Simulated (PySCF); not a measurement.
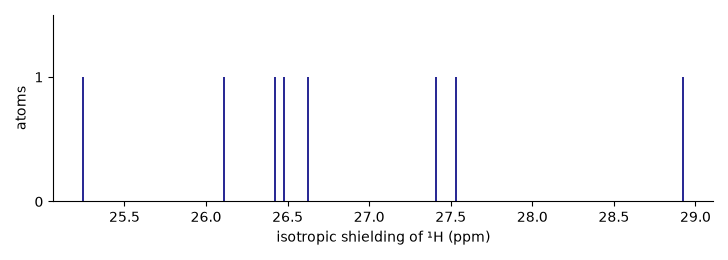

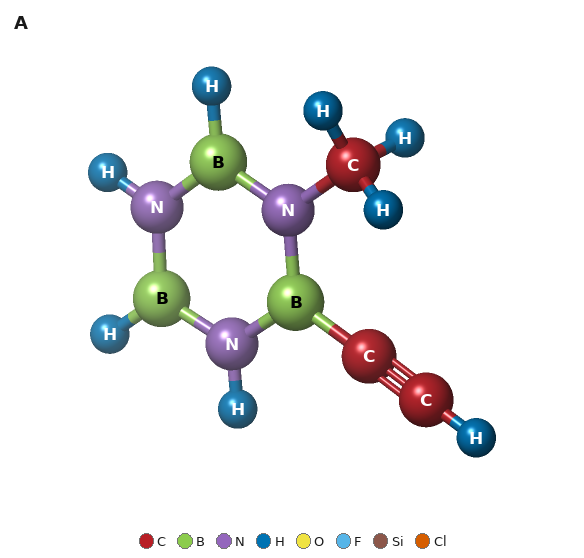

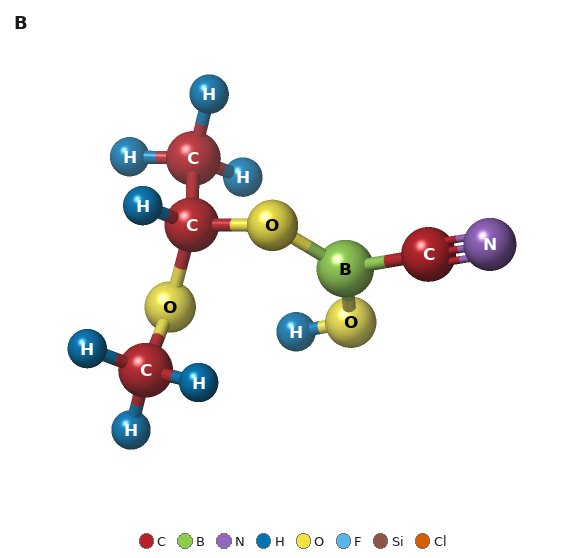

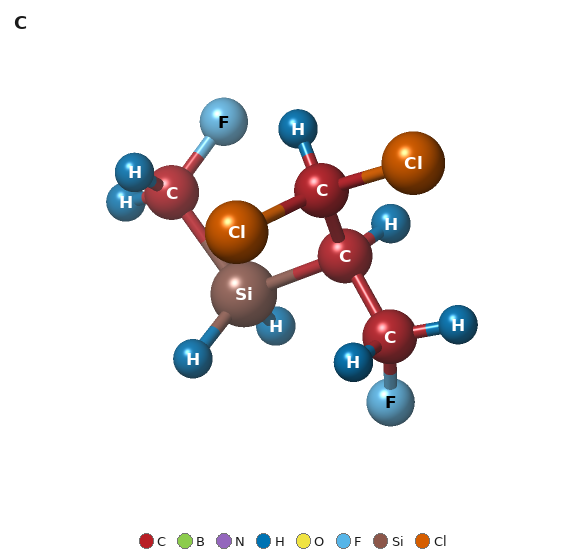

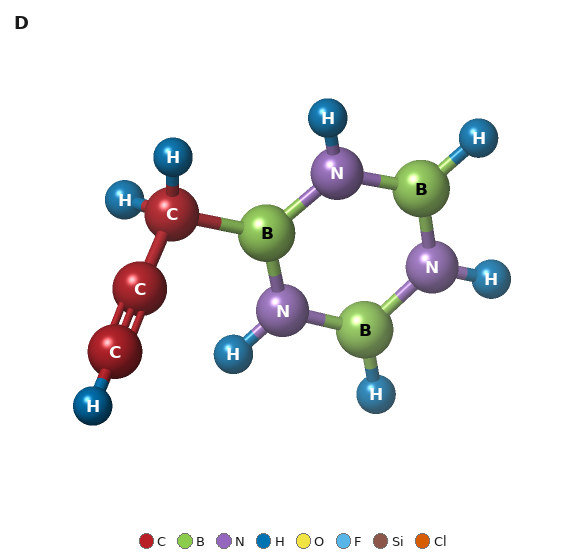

The sticks are computed shieldings of one of the molecules, for one fixed geometry (GFN2-xTB) without averaging over rotations. Low shielding means a high chemical shift. Method: GIAO PBE0/pcSseg-1 NMR shielding, non-relativistic, gas phase (PySCF 2.14.0).

**Which molecule gives this pattern?**

C, `FC[SiH2][C@H](CF)C(Cl)Cl`. Its 8 H atoms give lines at 25.25, 26.11, 26.42, 26.48, 26.63, 27.41, 27.53, 28.93 ppm.

The geometry is semi-empirical. Around B, Si such bond lengths and angles can be off by a tenth of an ångström or more and by several degrees, and values that hang on the shape move with them.
